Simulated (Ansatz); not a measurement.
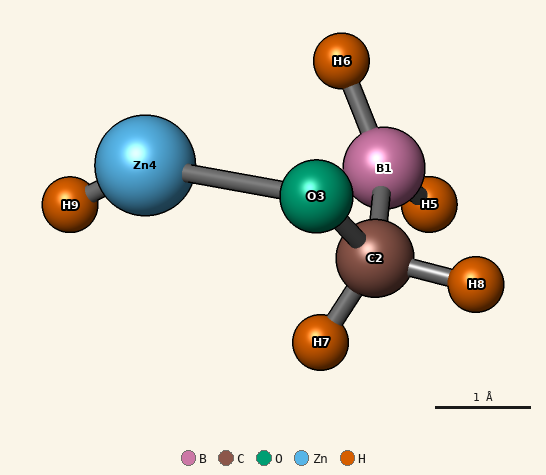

Fig. 1: The input geometry (ball-and-stick view, seen at a tilt; atoms are numbered from 1 in the order of the input). Sticks mark near contacts. Bond lengths as drawn: B–C 1.53 Å, B–H 1.21 to 1.23 Å, C–H 1.08 to 1.14 Å, C–O 1.37 Å, H–Zn 1.02 Å and O–Zn 2.16 Å.

# Geometry relaxation, with input and output: CH₅BOZn (part 1 of 2)

- system: CH₅BOZn, SMILES BC[O][ZnH]
- method: RKS PBE-D4/def2-SVP (Ansatz 0.2.0)

The geometry: force-field start. Figures and captions count atoms from 1; the log counts them from 0 in places.

Input file
```yaml
crystal:
  periodic: [false, false, false]
  atoms:
    - {symbol: B, position_ang: [0.166800, 0.819100, -0.702400]}
    - {symbol: C, position_ang: [0.568700, -0.627100, -0.402900]}
    - {symbol: O, position_ang: [1.030000, -0.702600, 0.886900]}
    - {symbol: Zn, position_ang: [-0.850300, -0.006100, 1.700200]}
    - {symbol: H, position_ang: [-0.326300, 1.124900, -1.792000]}
    - {symbol: H, position_ang: [0.217900, 1.724000, 0.105800]}
    - {symbol: H, position_ang: [-0.269600, -1.303300, -0.507400]}
    - {symbol: H, position_ang: [1.406600, -0.907300, -1.121100]}
    - {symbol: H, position_ang: [-1.855400, -0.167900, 1.815800]}
basis:
  gaussian: {orbitals: def2-SVP}
hamiltonian: {xc: pbe, dispersion: d4}
relax: {f_tol: 0.03, max_steps: 200}
```

Hardware: 4 threads of Intel Xeon @ 2.50GHz, 163 GiB of memory available, shared host.

Launch command:
```bash
ansatz run in.yaml --threads 4 --pin off --events-out ev --progress --plain --max-ram 10444MiB
```

Log
```
Functional definition: PBE
  name "PBE"
  cite "Perdew, Burke & Ernzerhof, Phys. Rev. Lett. 77, 3865 (1996) doi:10.1103/PhysRevLett.77.3865"
  parent pbe
  parameter kappa = 0.804
  parameter beta = 0.06672455060314922
  exchange = pbe_x(kappa = kappa, mu = beta*pi^2/3)
  correlation = pbe_c(beta = beta)
1103 factors; their error is unknown
mean field evaluation 1: about -52219.1551 eV, gradient 8.5e1 eV
mean field evaluation 2: about -52008.6806 eV, gradient 2.3e2 eV
mean field evaluation 4: about -52232.3673 eV, gradient 9.5e0 eV
mean field evaluation 8: about -52232.7197 eV, gradient 2.1e-1 eV
mean field evaluation 16: about -52232.6742 eV, gradient 7.2e-4 eV
mean field -52232.67418230 eV, -1919.5153716214 hartree, gradient 5.8e-5 eV, S^2 0.000000; 1 other end points of the search recorded, 0 dependent functions left out
the calculation of the forces begins
reference -52232.67422914 eV, -1919.5153733427 hartree; 27, 27 occupied and 71, 71 virtual orbitals, 1103 factors
relax step   1: F+E_penalty+E_count = -52232.84346427 eV  Δ(F+E_penalty+E_count) = +0.000e0 eV  max|allowed force component| = 2.571e1 eV/Å  Δτ_max = 0.0000 Å  (46 SCF iters, accepted)
these checks for a lower state are left out or cut short: starts, cluster_reference, orbital_swaps, neighbouring_geometries, increment
1103 factors; their error is unknown
mean field evaluation 32: about -52236.7331 eV, gradient 1.0e-5 eV
mean field -52236.73305301 eV, -1919.6645323687 hartree, gradient 1.0e-5 eV, S^2 0.000000; 0 other end points of the search recorded, 0 dependent functions left out
[... from here on the field's lines of each further geometry are left out, up to the last ...]
relax step   2: F+E_penalty+E_count = -52236.89827465 eV  Δ(F+E_penalty+E_count) = -4.055e0 eV  max|allowed force component| = 8.341e0 eV/Å  Δτ_max = 0.1959 Å  (36 SCF iters, accepted)
relax step   3: F+E_penalty+E_count = -52237.83694951 eV  Δ(F+E_penalty+E_count) = -9.387e-1 eV  max|allowed force component| = 1.100e0 eV/Å  Δτ_max = 0.1945 Å  (35 SCF iters, accepted)
relax step   4: F+E_penalty+E_count = -52238.00967821 eV  Δ(F+E_penalty+E_count) = -1.727e-1 eV  max|allowed force component| = 3.620e-1 eV/Å  Δτ_max = 0.1985 Å  (30 SCF iters, accepted)
relax step   5: F+E_penalty+E_count = -52238.09739410 eV  Δ(F+E_penalty+E_count) = -8.772e-2 eV  max|allowed force component| = 3.359e-1 eV/Å  Δτ_max = 0.2000 Å  (29 SCF iters, accepted)
relax step   6: F+E_penalty+E_count = -52238.17055283 eV  Δ(F+E_penalty+E_count) = -7.316e-2 eV  max|allowed force component| = 1.964e-1 eV/Å  Δτ_max = 0.2000 Å  (30 SCF iters, accepted)
relax step   7: F+E_penalty+E_count = -52238.21460264 eV  Δ(F+E_penalty+E_count) = -4.405e-2 eV  max|allowed force component| = 2.195e-1 eV/Å  Δτ_max = 0.1950 Å  (28 SCF iters, accepted)
relax step   8: F+E_penalty+E_count = -52238.25001161 eV  Δ(F+E_penalty+E_count) = -3.541e-2 eV  max|allowed force component| = 3.541e-1 eV/Å  Δτ_max = 0.2000 Å  (34 SCF iters, accepted)
relax step   9: F+E_penalty+E_count = -52238.26184627 eV  Δ(F+E_penalty+E_count) = -1.183e-2 eV  max|allowed force component| = 2.517e-1 eV/Å  Δτ_max = 0.1998 Å  (28 SCF iters, accepted)
relax step  10: F+E_penalty+E_count = -52238.27331192 eV  Δ(F+E_penalty+E_count) = -1.147e-2 eV  max|allowed force component| = 6.090e-2 eV/Å  Δτ_max = 0.1284 Å  (29 SCF iters, accepted)
relax step  11: F+E_penalty+E_count = -52238.27269592 eV  Δ(F+E_penalty+E_count) = +6.160e-4 eV  max|allowed force component| = 1.454e-1 eV/Å  Δτ_max = 0.1007 Å  (29 SCF iters, rejected (line search))
relax step  12: F+E_penalty+E_count = -52238.27488832 eV  Δ(F+E_penalty+E_count) = -1.576e-3 eV  max|allowed force component| = 4.717e-2 eV/Å  Δτ_max = 0.0504 Å  (29 SCF iters, accepted)
relax step  13: F+E_penalty+E_count = -52238.27730150 eV  Δ(F+E_penalty+E_count) = -2.413e-3 eV  max|allowed force component| = 6.275e-2 eV/Å  Δτ_max = 0.0996 Å  (29 SCF iters, accepted)
relax step  14: F+E_penalty+E_count = -52238.27749560 eV  Δ(F+E_penalty+E_count) = -1.941e-4 eV  max|allowed force component| = 1.959e-1 eV/Å  Δτ_max = 0.1463 Å  (28 SCF iters, accepted)
relax step  15: F+E_penalty+E_count = -52238.28006656 eV  Δ(F+E_penalty+E_count) = -2.571e-3 eV  max|allowed force component| = 9.888e-2 eV/Å  Δτ_max = 0.0460 Å  (28 SCF iters, accepted)
relax step  16: F+E_penalty+E_count = -52238.28075661 eV  Δ(F+E_penalty+E_count) = -6.901e-4 eV  max|allowed force component| = 2.713e-1 eV/Å  Δτ_max = 0.0545 Å  (29 SCF iters, accepted)
relax step  17: F+E_penalty+E_count = -52238.29921048 eV  Δ(F+E_penalty+E_count) = -1.845e-2 eV  max|allowed force component| = 4.993e-1 eV/Å  Δτ_max = 0.1999 Å  (35 SCF iters, accepted)
relax step  18: F+E_penalty+E_count = -52238.32926060 eV  Δ(F+E_penalty+E_count) = -3.005e-2 eV  max|allowed force component| = 7.026e-1 eV/Å  Δτ_max = 0.1803 Å  (29 SCF iters, accepted)
relax step  19: F+E_penalty+E_count = -52238.39661921 eV  Δ(F+E_penalty+E_count) = -6.736e-2 eV  max|allowed force component| = 6.986e-1 eV/Å  Δτ_max = 0.1946 Å  (29 SCF iters, accepted)
relax step  20: F+E_penalty+E_count = -52238.41771183 eV  Δ(F+E_penalty+E_count) = -2.109e-2 eV  max|allowed force component| = 6.046e-1 eV/Å  Δτ_max = 0.0433 Å  (30 SCF iters, accepted)
relax step  21: F+E_penalty+E_count = -52238.42999615 eV  Δ(F+E_penalty+E_count) = -1.228e-2 eV  max|allowed force component| = 4.184e-1 eV/Å  Δτ_max = 0.0492 Å  (30 SCF iters, accepted)
relax step  22: F+E_penalty+E_count = -52238.45027292 eV  Δ(F+E_penalty+E_count) = -2.028e-2 eV  max|allowed force component| = 2.670e-1 eV/Å  Δτ_max = 0.0782 Å  (30 SCF iters, accepted)
relax step  23: F+E_penalty+E_count = -52238.48404953 eV  Δ(F+E_penalty+E_count) = -3.378e-2 eV  max|allowed force component| = 3.624e-1 eV/Å  Δτ_max = 0.1364 Å  (29 SCF iters, accepted)
relax step  24: F+E_penalty+E_count = -52238.57335740 eV  Δ(F+E_penalty+E_count) = -8.931e-2 eV  max|allowed force component| = 6.771e-1 eV/Å  Δτ_max = 0.1958 Å  (36 SCF iters, accepted)
relax step  25: F+E_penalty+E_count = -52238.67178479 eV  Δ(F+E_penalty+E_count) = -9.843e-2 eV  max|allowed force component| = 8.052e-1 eV/Å  Δτ_max = 0.1946 Å  (37 SCF iters, accepted)
relax step  26: F+E_penalty+E_count = -52238.81250476 eV  Δ(F+E_penalty+E_count) = -1.407e-1 eV  max|allowed force component| = 5.916e-1 eV/Å  Δτ_max = 0.2000 Å  (29 SCF iters, accepted)
relax step  27: F+E_penalty+E_count = -52238.87653720 eV  Δ(F+E_penalty+E_count) = -6.403e-2 eV  max|allowed force component| = 4.552e-1 eV/Å  Δτ_max = 0.1955 Å  (36 SCF iters, accepted)
relax step  28: F+E_penalty+E_count = -52238.83826715 eV  Δ(F+E_penalty+E_count) = +3.827e-2 eV  max|allowed force component| = 1.374e0 eV/Å  Δτ_max = 0.1786 Å  (30 SCF iters, rejected (line search))
relax step  29: F+E_penalty+E_count = -52238.90306084 eV  Δ(F+E_penalty+E_count) = -2.652e-2 eV  max|allowed force component| = 2.419e-1 eV/Å  Δτ_max = 0.0871 Å  (30 SCF iters, accepted)
relax step  30: F+E_penalty+E_count = -52238.90837556 eV  Δ(F+E_penalty+E_count) = -5.315e-3 eV  max|allowed force component| = 2.651e-1 eV/Å  Δτ_max = 0.0999 Å  (29 SCF iters, accepted)
relax step  31: F+E_penalty+E_count = -52238.91276149 eV  Δ(F+E_penalty+E_count) = -4.386e-3 eV  max|allowed force component| = 9.887e-2 eV/Å  Δτ_max = 0.0642 Å  (30 SCF iters, accepted)
relax step  32: F+E_penalty+E_count = -52238.91322603 eV  Δ(F+E_penalty+E_count) = -4.645e-4 eV  max|allowed force component| = 2.342e-1 eV/Å  Δτ_max = 0.0520 Å  (29 SCF iters, accepted)
the calculation of the forces begins
reference -52238.75090757 eV, -1919.7386871560 hartree; 27, 27 occupied and 71, 71 virtual orbitals, 1103 factors
relax step  33: F+E_penalty+E_count = -52238.91506974 eV  Δ(F+E_penalty+E_count) = -1.844e-3 eV  max|allowed force component| = 1.002e-2 eV/Å  Δτ_max = 0.0195 Å  (30 SCF iters, accepted)
1103 factors; their error is unknown
mean field evaluation 256: about -52238.7949 eV, gradient 1.3e-1 eV
```

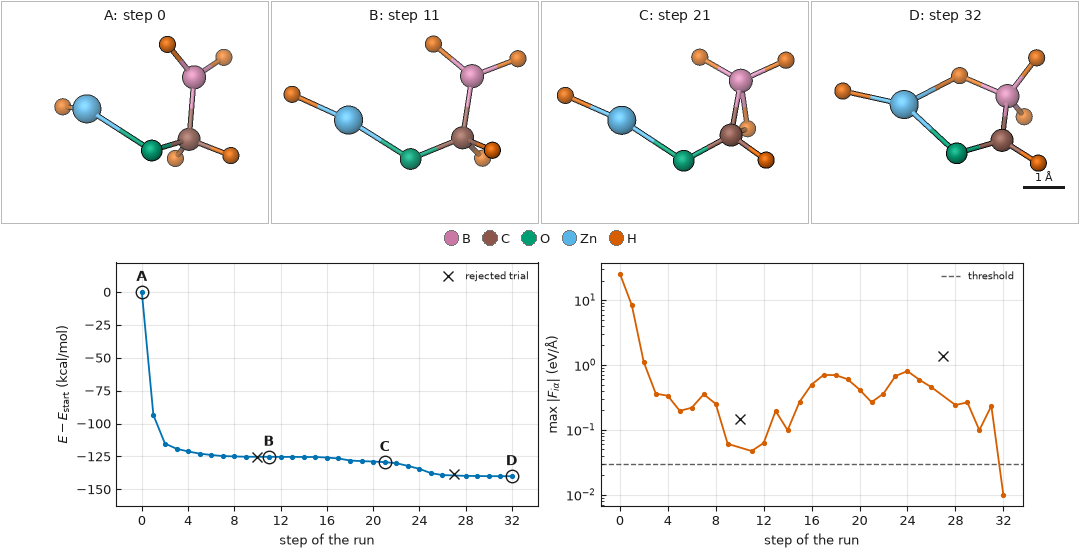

Fig. 2: Frames of the relaxation (ball-and-stick view, seen at a tilt) above the curves, on which the letters mark them (the first geometry is step 0 here and step 1 in the log).

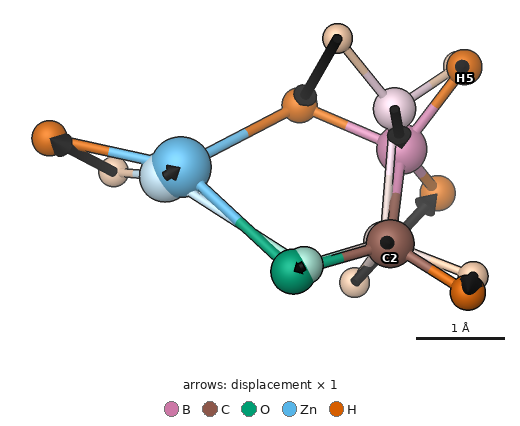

Fig. 3: Start (faint) and end (solid) with the displacements as black arrows, at true length (ball-and-stick view, seen at a tilt). The two geometries are laid on each other by the best rigid fit. H6 moves most after the best rigid fit: 1.65 Å. By element the largest moves are H 1.65 Å, B 0.68 Å, C 0.48 Å, Zn 0.22 Å, O 0.14 Å. Among the contacts that change: C2–H7 1.082 → 2.314 Å, B1–H7 2.176 → 1.231 Å, Zn4–H6 2.584 → 1.790 Å, Zn4–H9 1.025 → 1.539 Å. New bonds form: B1–H7 (2.18 → 1.23 Å), Zn4–H6 (2.58 → 1.79 Å). Bonds break: C2–H7 (1.08 → 2.31 Å). Among the angles that change: C2–B1–H6 124.3° → 109.5°, B1–C2–H8 107.6° → 122.3°, B1–C2–O3 108.9° → 123.0°. The energy falls by 140.0 kcal/mol in 32 geometry steps. Largest force component: 26 eV/Å at the start, 0.01 eV/Å at the end. The line search rejected the trial steps at points 10, 27 (counted from 0) and went back. (Atoms are counted from 1 in the order of the input.)

```
mean field -52238.75086027 eV, -1919.7386854179 hartree, gradient 1.3e-5 eV, S^2 0.000000; 1 other end points of the search recorded, 0 dependent functions left out
the calculation of the forces begins
reference -52238.75090757 eV, -1919.7386871560 hartree; 27, 27 occupied and 71, 71 virtual orbitals, 1103 factors
Total energy: -52238.91511704 eV, -1919.7447217427 hartree
Atom 0 at    -0.048105     0.315849    -0.966024 Å, force     0.001222    -0.004871    -0.000178 eV/Å
Atom 1 at     0.948000    -0.647628    -0.231334 Å, force    -0.008068     0.010021    -0.000625 eV/Å
Atom 2 at     0.855898    -0.927624     1.000338 Å, force     0.006798    -0.004805     0.000971 eV/Å
Atom 3 at    -0.759694     0.141644     1.551764 Å, force     0.000763    -0.000308     0.001968 eV/Å
Atom 4 at     0.525485     1.295041    -1.440153 Å, force     0.001493     0.001771     0.004001 eV/Å
Atom 5 at    -0.917822     0.772345    -0.116047 Å, force     0.001888    -0.002171    -0.008281 eV/Å
Atom 6 at    -0.681059    -0.285320    -1.833940 Å, force    -0.003009     0.000934     0.000325 eV/Å
Atom 7 at     1.800154    -1.149932    -0.764799 Å, force    -0.001450    -0.001044     0.002526 eV/Å
Atom 8 at    -1.634457     0.439325     2.783095 Å, force     0.000362     0.000472    -0.000707 eV/Å
Dipole moment:     0.080900    -0.100663     0.150291 e Å
```

Trajectory as extended XYZ (Å, eV, eV/Å), 33 frames, from step=1 to step=33
```
9
Properties=species:S:1:pos:R:3:forces:R:3 step=1 energy=-52232.84346
B     0.1668    0.8191   -0.7024   -0.8575   0.5512  -2.1335
C     0.5687   -0.6271   -0.4029    1.4039   1.2726   0.3140
O     1.0300   -0.7026    0.8869   -1.3555   0.2387   3.4667
Zn   -0.8503   -0.0061    1.7002   25.7145   2.2261  -3.6687
H    -0.3263    1.1249   -1.7920    0.0908   0.0615   0.1274
H     0.2179    1.7240    0.1058   -0.0092   0.0306   0.4427
H    -0.2696   -1.3033   -0.5074   -1.0513  -1.0618  -1.3109
H     1.4066   -0.9073   -1.1211   -0.5439  -0.1561  -0.2258
H    -1.8554   -0.1679    1.8158  -23.3918  -3.1628   2.9883
9
Properties=species:S:1:pos:R:3:forces:R:3 step=2 energy=-52236.89827
B     0.1401    0.8312   -0.7729   -0.3316   0.2161  -0.3432
C     0.5869   -0.6002   -0.3675    0.1464   0.0596   0.1167
O     0.9452   -0.7792    0.9891   -1.1042   0.4863   0.7463
Zn   -0.6885   -0.0996    1.7591    8.3407  -1.1764  -1.5617
H    -0.3250    1.1400   -1.8647    0.1826  -0.1478   0.0619
H     0.1517    1.7083    0.0866   -0.0261   0.0320   0.0383
H    -0.2366   -1.3159   -0.6738    0.1517   0.0049  -0.3886
H     1.4321   -0.8728   -1.0716   -0.1136  -0.0683   0.1115
H    -1.9174   -0.0581    1.8987   -7.2459   0.5937   1.2187
9
Properties=species:S:1:pos:R:3:forces:R:3 step=3 energy=-52237.83695
B     0.1002    0.8365   -0.7841    0.1668   0.1276   0.2935
C     0.6011   -0.5840   -0.3629   -0.4687  -0.4630  -0.2804
O     0.8977   -0.8203    1.0170    0.9857  -0.3240  -0.9226
Zn   -0.5923   -0.2561    1.7733   -0.1033   0.1090   0.3191
H    -0.3199    1.1144   -1.8917    0.0839  -0.1200  -0.0577
H     0.1036    1.7173    0.0799   -0.0992  -0.0535  -0.1688
H    -0.1865   -1.3257   -0.7691    0.4629   0.3505   0.0962
H     1.4622   -0.8427   -1.0453    0.0723   0.0425   0.2023
H    -1.9778    0.1142    1.9658   -1.1004   0.3309   0.5183
9
Properties=species:S:1:pos:R:3:forces:R:3 step=4 energy=-52238.00968
B     0.1242    0.8413   -0.8044   -0.0297  -0.1081   0.1387
C     0.5997   -0.5901   -0.3930   -0.1193  -0.2173  -0.0626
O     0.8775   -0.8541    0.9828   -0.0730   0.0227  -0.3620
Zn   -0.6192   -0.2477    1.8059   -0.1506  -0.0054   0.0194
H    -0.2662    1.0929   -1.9289    0.1207  -0.0124  -0.0670
H     0.0668    1.7222    0.0525   -0.0306  -0.0346  -0.0965
H    -0.1478   -1.3282   -0.8501    0.2585   0.2285   0.1184
H     1.4992   -0.8220   -1.0325    0.0507   0.0699   0.0442
H    -2.0458    0.1394    2.1506   -0.0266   0.0567   0.2673
9
Properties=species:S:1:pos:R:3:forces:R:3 step=5 energy=-52238.09739
B     0.1232    0.8292   -0.8328   -0.0211   0.0592   0.0851
C     0.5993   -0.5899   -0.4146   -0.0925  -0.3359   0.0029
O     0.8025   -0.8907    0.9613   -0.1224   0.1182  -0.2971
Zn   -0.6638   -0.2499    1.8157   -0.0656  -0.0183   0.0836
H    -0.1635    1.0955   -1.9852    0.0916  -0.0139  -0.0396
H    -0.0209    1.6972    0.0277   -0.0470  -0.0365  -0.0847
H    -0.1021   -1.3320   -0.9234    0.1685   0.1635   0.0408
H     1.5364   -0.7828   -1.0114    0.0692   0.0386   0.0439
H    -2.0227    0.1771    2.3457    0.0193   0.0252   0.1651
9
Properties=species:S:1:pos:R:3:forces:R:3 step=6 energy=-52238.17055
B     0.1272    0.8263   -0.8722   -0.0428   0.0642  -0.0123
C     0.5876   -0.5927   -0.4418    0.0165  -0.1964   0.0300
O     0.7108   -0.9040    0.9344   -0.0920   0.0354  -0.1914
Zn   -0.6971   -0.2583    1.8720   -0.0794   0.0045  -0.0159
H    -0.0315    1.1079   -2.0479    0.0658  -0.0040   0.0168
H    -0.1241    1.6794   -0.0194   -0.0196  -0.0705  -0.0954
H    -0.0651   -1.3348   -1.0073    0.1083   0.1345   0.0616
H     1.5704   -0.7603   -0.9773   -0.0340   0.0404   0.0825
H    -1.9897    0.1902    2.5425    0.0771  -0.0081   0.1241
9
Properties=species:S:1:pos:R:3:forces:R:3 step=7 energy=-52238.21460
B     0.1324    0.8220   -0.9088   -0.0133   0.1388  -0.1460
C     0.5815   -0.5924   -0.4608    0.1541  -0.0787   0.0204
O     0.6272   -0.9189    0.9083   -0.2195   0.0908   0.0169
Zn   -0.7511   -0.2478    1.8807    0.0770  -0.0784   0.0497
H     0.0723    1.1164   -2.0967    0.0380  -0.0274   0.1477
H    -0.1963    1.6633   -0.0695   -0.0278  -0.0734  -0.0951
H    -0.0326   -1.3270   -1.0644    0.0284   0.0060  -0.0603
H     1.5998   -0.7415   -0.9378   -0.1184   0.0238   0.0689
H    -1.9448    0.1797    2.7319    0.0813  -0.0014  -0.0022
9
Properties=species:S:1:pos:R:3:forces:R:3 step=8 energy=-52238.25001
B     0.1450    0.8225   -0.9522   -0.3541  -0.0076   0.0983
C     0.5617   -0.5947   -0.4792    0.1807  -0.0058  -0.0559
O     0.4930   -0.9694    0.8706   -0.0840   0.0328  -0.0662
Zn   -0.7646   -0.2552    1.9456   -0.0952   0.0278   0.0088
H     0.2179    1.1429   -2.1266    0.0989  -0.0040   0.0423
H    -0.3552    1.6162   -0.1502    0.1043  -0.0235  -0.0890
H     0.0261   -1.3192   -1.1706    0.0355   0.0690   0.0613
H     1.6198   -0.7057   -0.8615    0.0055  -0.0584   0.0144
H    -1.8553    0.2163    2.9070    0.1084  -0.0303  -0.0140
9
Properties=species:S:1:pos:R:3:forces:R:3 step=9 energy=-52238.26185
B     0.1012    0.8091   -0.9701    0.2517   0.0388  -0.1043
C     0.5620   -0.5962   -0.4992   -0.0034   0.1012   0.1268
O     0.4168   -0.9800    0.8387   -0.0236  -0.0798   0.0510
Zn   -0.7740   -0.2380    1.9640    0.0185  -0.0216  -0.0720
H     0.3959    1.1966   -2.0896   -0.1354  -0.0116   0.0044
H    -0.5299    1.5569   -0.2271   -0.0437  -0.0589  -0.0218
H     0.0475   -1.3116   -1.2124   -0.0446   0.0112  -0.0719
H     1.6313   -0.7220   -0.8363   -0.0326   0.0131   0.0576
H    -1.7624    0.2390    3.0148    0.0132   0.0076   0.0303
```
